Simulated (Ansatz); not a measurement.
C5HAlF8O2 (SMILES FC(F)(F)C1=CC(C(F)(F)F)=[O+][Al-]([F])([F])[O]1)

```xyz
17

F    -2.4957    2.3364   -1.0227
C    -1.5543    2.1454   -0.1214
F    -2.1052    2.1774    1.0928
F    -0.6713    3.1419   -0.2004
C    -0.8371    0.8007   -0.3289
C     0.1830    0.4690    0.5511
C     0.8641   -0.7315    0.4101
C     1.9858   -1.0421    1.4156
F     1.4894   -1.0500    2.6535
F     2.9209   -0.0932    1.3518
F     2.5449   -2.2097    1.1722
O     0.6567   -1.6083   -0.4708
Al   -0.5954   -1.5230   -1.7871
F    -1.7400   -2.6679   -1.5258
F     0.1503   -1.3965   -3.2420
O    -1.2443    0.1036   -1.2964
H     0.4480    1.1477    1.3483
```

Geometry: PBE0-D4/def2-TZVP.

The calculation used RKS PBE0-D4/def2-TZVPP in Ansatz.

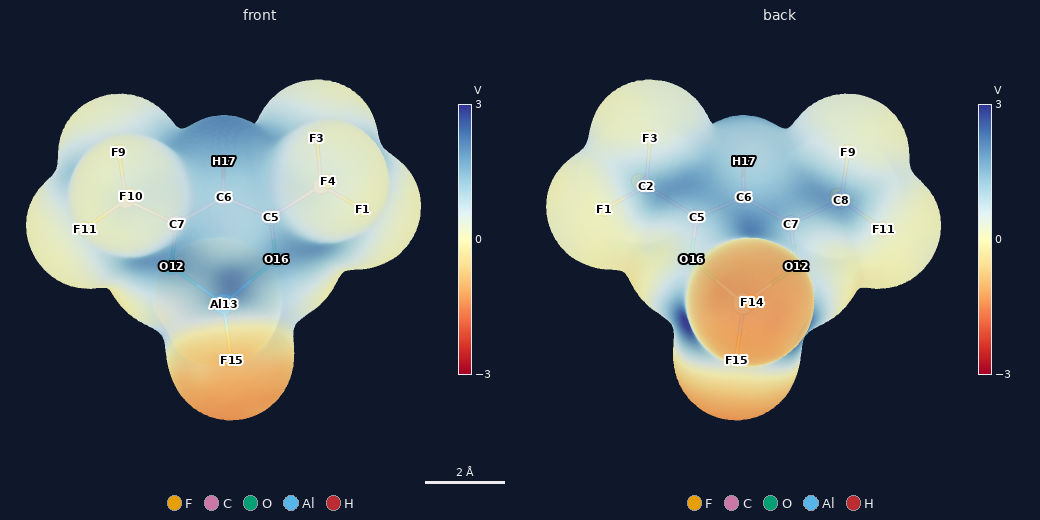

Figure 1. The electrostatic potential painted on the density surface at 0.002 e/bohr³, seen from the front and from behind; red is negative and blue positive.

> Which sites attract a positive test charge, and which a negative one?

A positive charge is drawn to the negative regions and a negative charge to the positive ones. The most negative region (about −1.3 V) lies over F14 and F15, the most positive (about +2.7 V) over Al13.

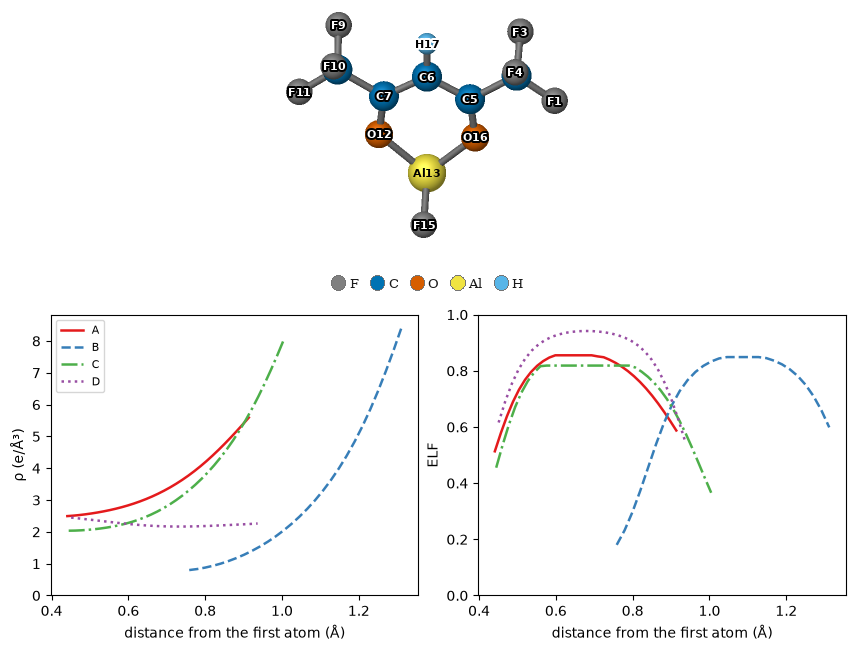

Figure 2. Total electron density and ELF along straight lines between neighbouring atoms. The curves leave out the atomic cores. The structure is drawn too.

> Which curve belongs to which contact (Al–F, C–C, C–F and C–O)? The first atom named is at distance zero.

Curve A: C–O (1.26 Å): ρ is about 3 e/Å³ halfway; the ELF peaks at about 0.85 between the atoms, as expected for a polar covalent bond. Curve B: Al–F (1.64 Å): ρ at the midpoint is about 0.93 e/Å³; the ELF peaks at about 0.85 in the valence shell of F, 0.6 Å from its nucleus, and is about 0.35 at the midpoint. Curve C: C–F (1.32 Å): ρ is about 2.5 e/Å³ halfway; the ELF peaks at about 0.80 between the atoms; a shared but strongly polarised pair. Curve D: C–C (1.39 Å): ρ is about 2.2 e/Å³ halfway; the ELF peaks at about 0.95 between the atoms: localised, covalent bonding.
